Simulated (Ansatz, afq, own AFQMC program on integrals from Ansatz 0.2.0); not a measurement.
# HfH₂SeOF (quartet): quantum Monte Carlo beside coupled cluster as a fragment species, def2-TZVP

Aim: compute HfH₂SeOF (quartet) with auxiliary-field quantum Monte Carlo on the same integrals as coupled cluster, and set the energies side by side.

Program: Ansatz 0.2.0, Gaussian basis, and an in-house AFQMC program (afq) on its integrals; all values are calculated. Level of theory: def2-TZVP, frozen cores. These are calculated values, not measurements.

The runs, in order: PBE (unrestricted); CCSD(T) on UHF; CCSD(T) on UHF; r2SCAN (unrestricted); PBE0 (unrestricted); B3LYP (unrestricted); CCSD(T) on UHF; wB97M-V (unrestricted); B2PLYP (unrestricted); Phaseless AFQMC, CISD trial on UHF.

## Step 1: The geometry

The geometry is a PBE0/def2-SVP stationary point (not a proven minimum). No spin-orbit coupling is included. Elements past krypton take def2 core potentials. The filled d shell of Se may be among the frozen orbitals whatever the setting's name suggests.

6 atoms, charge 0, spin multiplicity 4.

Atoms are counted from 1 here; the program's logs count them from 0.

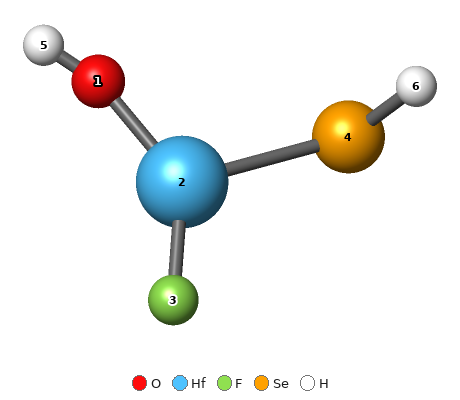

The structure; oxygen red, hafnium blue, fluorine green, selenium orange, hydrogen white; atoms are numbered from 1 in the order of the file.

As a file:

```
O    -0.6392    0.2110    1.7476
Hf   -0.5356   -0.6423    0.0215
F    -0.4588   -2.4766   -0.5706
Se   -0.4089    1.2765   -1.9184
H    -0.6975    0.3323    2.6946
H     1.0210    1.7739   -2.2985
```

## Step 2: PBE (unrestricted)

The input, in.yaml:

```yaml
crystal:
  periodic: [false, false, false]
  atoms:
    - {symbol: O, position_ang: [-0.639240, 0.211022, 1.747615]}
    - {symbol: Hf, position_ang: [-0.535589, -0.642279, 0.021517]}
    - {symbol: F, position_ang: [-0.458757, -2.476577, -0.570631]}
    - {symbol: Se, position_ang: [-0.408864, 1.276542, -1.918408]}
    - {symbol: H, position_ang: [-0.697451, 0.332286, 2.694568]}
    - {symbol: H, position_ang: [1.021000, 1.773876, -2.298461]}
basis:
  gaussian: {orbitals: def2-TZVP}
magnetization: {spin_polarized: true, initial_magnetization: 3}
hamiltonian: {xc: {name: PBE}}
output: {orbitals: {seedname: orbitals}}
```

Launch:

```console
ansatz run in.yaml --threads 2 --pin off --events-out ev --progress --plain --max-ram 16640MiB --backend cpu
```

Standard output:

```text
Functional definition: PBE
  name "PBE"
  cite "Perdew, Burke & Ernzerhof, Phys. Rev. Lett. 77, 3865 (1996) doi:10.1103/PhysRevLett.77.3865"
  parent pbe
  parameter kappa = 0.804
  parameter beta = 0.06672455060314922
  exchange = pbe_x(kappa = kappa, mu = beta*pi^2/3)
  correlation = pbe_c(beta = beta)
1127 factors; their error is unknown
mean field evaluation 1: about -71431.9617 eV, gradient 5.6e1 eV
mean field evaluation 2: about -71276.0352 eV, gradient 1.6e2 eV
mean field evaluation 4: about -71430.9389 eV, gradient 4.1e1 eV
mean field evaluation 8: about -71442.3144 eV, gradient 1.0e0 eV
mean field evaluation 16: about -71442.2879 eV, gradient 6.1e-3 eV
mean field evaluation 32: about -71433.6009 eV, gradient 3.0e1 eV
mean field -71442.28786826 eV, -2625.4556538367 hartree, gradient 2.3e-5 eV, S^2 3.755096; 5 other end points of the search recorded, 0 dependent functions left out
reference -71442.28793324 eV, -2625.4556562247 hartree; 34, 31 occupied and 128, 131 virtual orbitals, 1127 factors
Total energy: -71442.28793324 eV, -2625.4556562247 hartree
```

Run time: 7 s. Hardware: 2 threads of AMD EPYC 7R13 (Zen 3), shared host; peak memory 6.3 GiB.

From the report: ⟨S²⟩ of the determinant 3.755 (pure quartet: 3.75).

## Step 3: CCSD(T) on UHF

Changes to in.yaml since step 2:

```diff
@@ -12,3 +12,2 @@
 magnetization: {spin_polarized: true, initial_magnetization: 3}
-hamiltonian: {xc: {name: PBE}}
-output: {orbitals: {seedname: orbitals}}
+correlation: {method: ccsd_t, electrons: outside_noble_gas, hamiltonian_folder: ham}
```

Launch:

```console
ansatz run in.yaml --threads 2 --pin off --events-out ev --progress --plain --max-ram 49920MiB --backend cuda --devices 0, --max-vram 37GiB
```

Standard output (excerpt; [...] marks lines left out):

```text
Functional definition: HF
  name "HF"
  cite "Fock, Z. Phys. 61, 126 (1930) doi:10.1007/BF01340294"
  parent pbe
[...]
1198 factors; integrals over basis functions are off by at most 1.5e-3 eV
[...]
mean field -71373.86841013 eV, -2622.9412851267 hartree, gradient 2.6e-6 eV, S^2 3.772998; 7 other end points of the search recorded, 0 dependent functions left out
determinant -71373.86841013 eV, -2622.9412851267 hartree, with singles and doubles -71393.76893577 eV, -2623.6726159548 hartree
determinant -71373.32317620 eV, -2622.9212481493 hartree, with singles and doubles -71393.18587992 eV, -2623.6511890475 hartree
determinant -71372.02174677 eV, -2622.8734214998 hartree, with singles and doubles -71391.95205816 eV, -2623.6058469344 hartree
20 core orbitals not correlated: weight in the atoms' cores, before any rotation towards them, 0.707 or more for the frozen orbitals, at most 0.298 for the correlated occupied ones
reference -71373.86841013 eV, -2622.9412851267 hartree; 14, 11 occupied and 128, 131 virtual orbitals, 1198 factors
second order -19.27389990 eV of doubles, -0.00000000 eV of singles
cycle   1  -19.84846829 eV  change    -1.8e0 eV  update   3.3e-2
[...]
cycle  14  -19.90440273 eV  change    1.2e-5 eV  update   3.0e-5
perturbative correction -0.72862279 eV, -0.0267763938 hartree
Total energy: -71394.50143565 eV, -2623.6995348289 hartree
```

Run time: 10 s. Hardware: 1 × NVIDIA H100 80GB HBM3 with 2 threads of AMD EPYC 7R13 (Zen 3), shared host; peak host memory 6.3 GiB.

From the report: ⟨S²⟩ of the determinant 3.773 (pure quartet: 3.75); correlation -20.6330 eV; T1 0.021; largest double amplitude 0.04.

This run also writes the integrals to the folder ham.

## Step 4: CCSD(T) on UHF

Changes to in.yaml since step 3:

```diff
@@ -10,4 +10,4 @@
 basis:
-  gaussian: {orbitals: def2-TZVP}
+  gaussian: {orbitals: def2-TZVPP}
 magnetization: {spin_polarized: true, initial_magnetization: 3}
-correlation: {method: ccsd_t, electrons: outside_noble_gas, hamiltonian_folder: ham}
+correlation: {method: ccsd_t, electrons: outside_noble_gas}
```

Same command.

Standard output (excerpt; [...] marks lines left out):

```text
Functional definition: HF
  name "HF"
  cite "Fock, Z. Phys. 61, 126 (1930) doi:10.1007/BF01340294"
  parent pbe
[...]
1256 factors; integrals over basis functions are off by at most 1.2e-3 eV
[...]
mean field -71374.04746497 eV, -2622.9478652707 hartree, gradient 3.3e-6 eV, S^2 3.772968; 9 other end points of the search recorded, 0 dependent functions left out
determinant -71374.04746497 eV, -2622.9478652707 hartree, with singles and doubles -71394.33189120 eV, -2623.6933041854 hartree
determinant -71373.51459505 eV, -2622.9282826623 hartree, with singles and doubles -71393.74894780 eV, -2623.6718814106 hartree
determinant -71372.20155496 eV, -2622.8800293290 hartree, with singles and doubles -71392.50815180 eV, -2623.6262829987 hartree
20 core orbitals not correlated: weight in the atoms' cores, before any rotation towards them, 0.704 or more for the frozen orbitals, at most 0.302 for the correlated occupied ones
reference -71374.04746497 eV, -2622.9478652707 hartree; 14, 11 occupied and 160, 163 virtual orbitals, 1256 factors
second order -19.64266338 eV of doubles, -0.00000000 eV of singles
cycle   1  -20.19321943 eV  change    -1.7e0 eV  update   3.4e-2
[...]
cycle  14  -20.25168672 eV  change    8.1e-6 eV  update   2.7e-5
perturbative correction -0.77220046 eV, -0.0283778436 hartree
Total energy: -71395.07135215 eV, -2623.7204788740 hartree
```

Run time: 8 s. Hardware: 1 × NVIDIA H100 80GB HBM3 with 2 threads of AMD EPYC 7R13 (Zen 3), shared host; peak host memory 6.3 GiB.

From the report: ⟨S²⟩ of the determinant 3.773 (pure quartet: 3.75); correlation -21.0239 eV; T1 0.021; largest double amplitude 0.04.

## Step 5: r2SCAN (unrestricted)

Changes to in.yaml since step 4:

```diff
@@ -10,4 +10,4 @@
 basis:
-  gaussian: {orbitals: def2-TZVPP}
+  gaussian: {orbitals: def2-TZVP}
 magnetization: {spin_polarized: true, initial_magnetization: 3}
-correlation: {method: ccsd_t, electrons: outside_noble_gas}
+hamiltonian: {xc: {name: r2SCAN}}
```

Launch:

```console
ansatz run in.yaml --threads 2 --pin off --events-out ev --progress --plain --max-ram 16640MiB --backend cpu
```

Standard output (excerpt; [...] marks lines left out):

```text
Functional definition: r2SCAN
  name "r2SCAN"
  cite "Furness, Kaplan, Ning, Perdew & Sun, J. Phys. Chem. Lett. 11, 8208 (2020) doi:10.1021/acs.jpclett.0c02405"
  cite "Furness, Kaplan, Ning, Perdew & Sun, J. Phys. Chem. Lett. 11, 9248 (2020) doi:10.1021/acs.jpclett.0c03077"
  parent r2scan
[...]
1127 factors; their error is unknown
[...]
mean field -71454.53666829 eV, -2625.9057889351 hartree, gradient 3.2e-5 eV, S^2 3.760293; 3 other end points of the search recorded, 0 dependent functions left out
reference -71454.53669543 eV, -2625.9057899325 hartree; 34, 31 occupied and 128, 131 virtual orbitals, 1127 factors
Total energy: -71454.53669543 eV, -2625.9057899325 hartree
```

Run time: 15 s. Hardware: 2 threads of AMD EPYC 7R13 (Zen 3), shared host; peak memory 6.3 GiB.

From the report: ⟨S²⟩ of the determinant 3.760 (pure quartet: 3.75).

## Step 6: PBE0 (unrestricted)

Changes to in.yaml since step 5:

```diff
@@ -12,2 +12,3 @@
 magnetization: {spin_polarized: true, initial_magnetization: 3}
-hamiltonian: {xc: {name: r2SCAN}}
+hamiltonian: {xc: {name: PBE0}}
+output: {orbitals: {seedname: orbitals}}
```

Same command.

Standard output:

```text
Functional definition: PBE0
  name "PBE0"
  cite "Adamo & Barone, J. Chem. Phys. 110, 6158 (1999) doi:10.1063/1.478522"
  cite "Perdew, Burke & Ernzerhof, Phys. Rev. Lett. 77, 3865 (1996) doi:10.1103/PhysRevLett.77.3865"
  parent pbe
  parameter a = 0.25
  parameter kappa = 0.804
  parameter beta = 0.06672455060314922
  exchange = (1 - a)*pbe_x(kappa = kappa, mu = beta*pi^2/3) + a*exact_x
  correlation = pbe_c(beta = beta)
1200 factors; their error is unknown
mean field evaluation 1: about -71434.8984 eV, gradient 4.9e1 eV
mean field evaluation 2: about -71380.6825 eV, gradient 1.2e2 eV
mean field evaluation 4: about -71442.5063 eV, gradient 1.0e1 eV
mean field evaluation 8: about -71442.8220 eV, gradient 2.1e-1 eV
mean field evaluation 16: about -71443.2659 eV, gradient 4.5e-3 eV
mean field evaluation 32: about -71442.8302 eV, gradient 4.1e0 eV
mean field -71443.26590311 eV, -2625.4915959542 hartree, gradient 2.0e-5 eV, S^2 3.757679; 2 other end points of the search recorded, 0 dependent functions left out
reference -71443.26595200 eV, -2625.4915977512 hartree; 34, 31 occupied and 128, 131 virtual orbitals, 1200 factors
Total energy: -71443.26595200 eV, -2625.4915977512 hartree
```

Wall time 9 s (2 threads of AMD EPYC 7R13 (Zen 3), shared host); peak memory 6.3 GiB.

From the report: ⟨S²⟩ of the determinant 3.758 (pure quartet: 3.75).

## Step 7: B3LYP (unrestricted)

Changes to in.yaml since step 6:

```diff
@@ -12,3 +12,2 @@
 magnetization: {spin_polarized: true, initial_magnetization: 3}
-hamiltonian: {xc: {name: PBE0}}
-output: {orbitals: {seedname: orbitals}}
+hamiltonian: {xc: {name: B3LYP}}
```

Launched as before.

Standard output (excerpt; [...] marks lines left out):

```text
Functional definition: B3LYP
  name "B3LYP"
  cite "Stephens, Devlin, Chabalowski & Frisch, J. Phys. Chem. 98, 11623 (1994) doi:10.1021/j100096a001"
  cite "Becke, Phys. Rev. A 38, 3098 (1988) doi:10.1103/PhysRevA.38.3098"
  cite "Lee, Yang & Parr, Phys. Rev. B 37, 785 (1988) doi:10.1103/PhysRevB.37.785"
  cite "Vosko, Wilk & Nusair, Can. J. Phys. 58, 1200 (1980) doi:10.1139/p80-159"
[...]
1177 factors; their error is unknown
[...]
mean field -71457.64508477 eV, -2626.0200211337 hartree, gradient 1.3e-5 eV, S^2 3.755248; 2 other end points of the search recorded, 0 dependent functions left out
reference -71457.64536682 eV, -2626.0200314989 hartree; 34, 31 occupied and 128, 131 virtual orbitals, 1177 factors
Total energy: -71457.64536682 eV, -2626.0200314989 hartree
```

It took 8 s on 2 threads of AMD EPYC 7R13 (Zen 3), shared host; peak memory 6.3 GiB.

From the report: ⟨S²⟩ of the determinant 3.755 (pure quartet: 3.75).

## Step 8: CCSD(T) on UHF

Changes to in.yaml since step 7:

```diff
@@ -10,4 +10,4 @@
 basis:
-  gaussian: {orbitals: def2-TZVP}
+  gaussian: {orbitals: "def2-QZVPP.json"}
 magnetization: {spin_polarized: true, initial_magnetization: 3}
-hamiltonian: {xc: {name: B3LYP}}
+correlation: {method: ccsd_t, electrons: outside_noble_gas}
```

Launch:

```console
ansatz run in.yaml --threads 2 --pin off --events-out ev --progress --plain --max-ram 49920MiB --backend cuda --devices 0, --max-vram 37GiB
```

Standard output (excerpt; [...] marks lines left out):

```text
Functional definition: HF
  name "HF"
  cite "Fock, Z. Phys. 61, 126 (1930) doi:10.1007/BF01340294"
  parent pbe
[...]
2171 factors; integrals over basis functions are off by at most 1.2e-3 eV
[...]
mean field -71375.58815120 eV, -2623.0044844453 hartree, gradient 2.7e-6 eV, S^2 3.773531; 8 other end points of the search recorded, 0 dependent functions left out
determinant -71375.58815120 eV, -2623.0044844453 hartree, with singles and doubles -71397.57762518 eV, -2623.8125827091 hartree
determinant -71375.05985945 eV, -2622.9850700815 hartree, with singles and doubles -71396.99821752 eV, -2623.7912898704 hartree
20 core orbitals not correlated: weight in the atoms' cores, before any rotation towards them, 0.701 or more for the frozen orbitals, at most 0.305 for the correlated occupied ones
reference -71375.58815120 eV, -2623.0044844453 hartree; 14, 11 occupied and 310, 313 virtual orbitals, 2171 factors
second order -21.32190555 eV of doubles, -0.00000000 eV of singles
cycle   1  -21.67128341 eV  change    -1.9e0 eV  update   3.8e-2
[...]
cycle  14  -21.74670310 eV  change   -4.6e-6 eV  update   2.8e-5
perturbative correction -0.89443694 eV, -0.0328699513 hartree
Total energy: -71398.22929124 eV, -2623.8365309951 hartree
```

Wall time 30 s (1 × NVIDIA H100 80GB HBM3 with 2 threads of AMD EPYC 7R13 (Zen 3), shared host); peak host memory 6.3 GiB.

From the report: ⟨S²⟩ of the determinant 3.774 (pure quartet: 3.75); correlation -22.6411 eV; T1 0.021; largest double amplitude 0.02.

## Step 9: wB97M-V (unrestricted)

Changes to in.yaml since step 8:

```diff
@@ -10,4 +10,5 @@
 basis:
-  gaussian: {orbitals: "def2-QZVPP.json"}
+  gaussian: {orbitals: def2-TZVP}
 magnetization: {spin_polarized: true, initial_magnetization: 3}
-correlation: {method: ccsd_t, electrons: outside_noble_gas}
+hamiltonian: {xc: {name: wB97M-V}}
+output: {orbitals: {seedname: orbitals}}
```

Launch:

```console
ansatz run in.yaml --threads 2 --pin off --events-out ev --progress --plain --max-ram 16640MiB --backend cpu
```

Standard output (excerpt; [...] marks lines left out):

```text
Functional definition: wB97M-V
  name "wB97M-V"
  cite "Mardirossian & Head-Gordon, J. Chem. Phys. 144, 214110 (2016) doi:10.1063/1.4952647"
  cite "Becke, J. Chem. Phys. 107, 8554 (1997) doi:10.1063/1.475007"
  cite "Vydrov & Van Voorhis, J. Chem. Phys. 133, 244103 (2010) doi:10.1063/1.3521275"
  # Of w^i u^j: cxij and so on, Table III.
[...]
  gx(w, u) = 1 - cx + cx01*u + cx10*w
  gss(w, u) = css00 + css04*u^4 + css10*w + css20*w^2 + css43*w^4*u^3
  gos(w, u) = cos00 + cos10*w + (cos20 + cos21*u)*w^2 + (cos60 + cos61*u)*w^6
[...]
      + integral(e_c_pw_mod_opposite_spin*gos(b97_w_opposite, b97_u_opposite)) + vv10(b, c)
1148 factors; their error is unknown
236 factors; integrals over basis functions are off by at most 1.8e-5 eV
[...]
mean field -71448.77489004 eV, -2625.6940474899 hartree, gradient 3.0e-5 eV, S^2 3.755359; 2 other end points of the search recorded, 0 dependent functions left out
reference -71448.77495325 eV, -2625.6940498127 hartree; 34, 31 occupied and 128, 131 virtual orbitals, 1148 factors
Total energy: -71448.77495325 eV, -2625.6940498127 hartree
```

Run time: 55 s. Hardware: 2 threads of AMD EPYC 7R13 (Zen 3), shared host; peak memory 6.3 GiB.

From the report: ⟨S²⟩ of the determinant 3.755 (pure quartet: 3.75).

## Step 10: B2PLYP (unrestricted)

Changes to in.yaml since step 9:

```diff
@@ -12,3 +12,3 @@
 magnetization: {spin_polarized: true, initial_magnetization: 3}
-hamiltonian: {xc: {name: wB97M-V}}
-output: {orbitals: {seedname: orbitals}}
+hamiltonian: {xc: {name: B2PLYP}}
+correlation: {electrons: outside_noble_gas}
```

Launched as before.

Standard output (excerpt; [...] marks lines left out):

```text
Functional definition: B2PLYP
  name "B2PLYP"
  cite "Grimme, J. Chem. Phys. 124, 034108 (2006) doi:10.1063/1.2148954"
  cite "Becke, Phys. Rev. A 38, 3098 (1988) doi:10.1103/PhysRevA.38.3098"
  cite "Lee, Yang & Parr, Phys. Rev. B 37, 785 (1988) doi:10.1103/PhysRevB.37.785"
[...]
1198 factors; integrals over basis functions are off by at most 1.5e-3 eV
[...]
mean field -71430.96885092 eV, -2625.0396876218 hartree, gradient 7.4e-6 eV, S^2 3.760709; 2 other end points of the search recorded, 0 dependent functions left out
20 core orbitals not correlated: weight in the atoms' cores, before any rotation towards them, 0.870 or more for the frozen orbitals, at most 0.122 for the correlated occupied ones
reference -71430.96902744 eV, -2625.0396941088 hartree; 14, 11 occupied and 128, 131 virtual orbitals, 1198 factors
second order -23.62307200 eV of doubles, -0.00000000 eV of singles
Total energy: -71437.34725689 eV, -2625.2740897174 hartree
```

It took 16 s on 2 threads of AMD EPYC 7R13 (Zen 3), shared host; peak memory 6.3 GiB.

From the report: ⟨S²⟩ of the determinant 3.761 (pure quartet: 3.75).

## Step 11: Phaseless AFQMC, CISD trial on UHF

It reads the integrals that the CCSD(T) run on this determinant wrote.

Launch:

```console
afq ham --method phaseless --trial cisd --walkers 400 --populations 10 --least-time 60 --time-step 0.005 --steps-per-block 50 --equilibration-blocks 40 --max-blocks 4000 --target-error 0.0003 --factor-cut 1e-05 --start spin_pure --seed 5009 --release-times 0.24,0.48,0.8,1.2 --release-step 0.04 --release-every 5 --taylor-order 6
```

Standard output:

```text
orbitals 142  electrons 14 11  factors 1105 of 1198
reference energy -2622.94128513 Eh
CCSD correlation -0.73147378 Eh in 20 cycles, weight of the determinant in the CISD state 0.7924
energy of the start -2623.670183 Eh
 block  time / (1/Eh)  mean weight  energy / Eh
     1     0.250  0.9990  -2623.655773
     2     0.500  0.9990  -2623.669617
     3     0.750  0.9992  -2623.679116
     4     1.000  0.9985  -2623.686283
     5     1.250  0.9976  -2623.688786
     6     1.500  1.0015  -2623.687833
     7     1.750  1.0019  -2623.696581
     8     2.000  0.9996  -2623.687732
     9     2.250  1.0005  -2623.691590
    10     2.500  1.0000  -2623.702114
    17     4.250  0.9999  -2623.704902
    25     6.250  0.9962  -2623.686048
    33     8.250  0.9988  -2623.714353
    41    10.250  0.9971  -2623.692850
    49    12.250  1.0022  -2623.702168
    57    14.250  0.9994  -2623.701773
    65    16.250  0.9988  -2623.693295
    73    18.250  0.9999  -2623.711607
    81    20.250  0.9999  -2623.702691
    89    22.250  1.0007  -2623.704006
    97    24.250  0.9996  -2623.698827
   105    26.250  0.9994  -2623.696266
   113    28.250  1.0020  -2623.706026
   121    30.250  0.9994  -2623.720371
   129    32.250  1.0010  -2623.701410
   137    34.250  1.0022  -2623.688243
   145    36.250  0.9995  -2623.699777
   153    38.250  0.9988  -2623.702182
   161    40.250  0.9983  -2623.696052
   169    42.250  1.0010  -2623.704465
   177    44.250  1.0015  -2623.698772
   185    46.250  1.0019  -2623.696968
   193    48.250  0.9996  -2623.711021
   201    50.250  0.9977  -2623.692328
   209    52.250  1.0004  -2623.692568
   217    54.250  0.9999  -2623.698325
   225    56.250  1.0014  -2623.706558
   233    58.250  1.0004  -2623.689661
   241    60.250  1.0022  -2623.703436
   249    62.250  1.0009  -2623.714583
   257    64.250  0.9995  -2623.696884
   265    66.250  0.9988  -2623.705436
   273    68.250  1.0007  -2623.695947
   281    70.250  0.9982  -2623.706426
   289    72.250  0.9987  -2623.710135
   297    74.250  1.0002  -2623.700814
   305    76.250  1.0021  -2623.687696
   313    78.250  1.0020  -2623.703331
   321    80.250  1.0011  -2623.697208
   329    82.250  0.9992  -2623.695315
error from the spread of 10 populations
released: time / (1/Eh)  energy / Eh  error  mean overlap
  0.24  -2623.700470  0.000683  0.9950
  0.48  -2623.701458  0.000764  0.9878
  0.80  -2623.702668  0.001134  0.9623
  1.20  -2623.702562  0.001087  0.9495
energy -2623.701128 +/- 0.000587 Eh
```

Run time: 6 min. Hardware: 1 × NVIDIA H100 80GB HBM3 with 4 threads of AMD EPYC 7R13 (Zen 3), shared host; peak host memory 6.3 GiB.

Energy -71394.5448 ± 0.0160 eV. Caveats: constraint bias not in the error; error above the target.

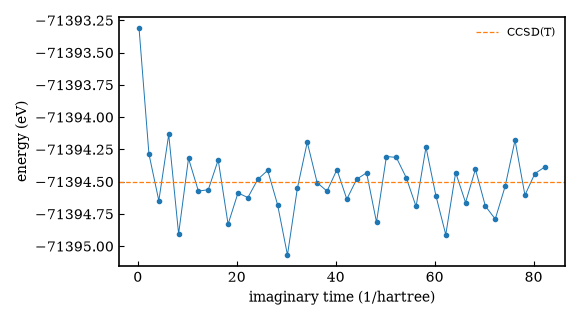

Block energies along the walk.

## Step 12: All levels side by side

On the UHF determinant, counted from CCSD(T) (a yardstick, not exact):

| level | energy (eV) | from CCSD(T) (kJ/mol) | statistical error (kJ/mol) | time |
| --- | --- | --- | --- | --- |
| HF | -71373.8684 | +1990.8 |  |  |
| MP2 | -71393.1423 | +131.1 |  |  |
| CCSD | -71393.7728 | +70.3 |  |  |
| CCSD(T) | -71394.5014 | 0.0 |  |  |
| Phaseless AFQMC, CISD trial, step 0.005, 400 walkers | -71394.5448 | -4.2 | 1.5 | 6 min |

The functionals' totals stand on their own zeros and serve differences with other points: PBE -71442.288 eV; r2SCAN -71454.537 eV; PBE0 -71443.266 eV; B3LYP -71457.645 eV; wB97M-V -71448.775 eV; B2PLYP -71437.347 eV.

## Step 13: Summary of results

```
                                       quantity              value
Phaseless AFQMC, CISD trial on UHF from CCSD(T)  -4.2 ± 1.5 kJ/mol
```

What this shows: On UHF the phaseless walk with the CISD trial lies -4.2 kJ/mol from CCSD(T), within three error bars. Error bars are statistical and leave out the constraint, the time step and what remains of the start. Hf carries a core potential, and spin-orbit coupling is left out.
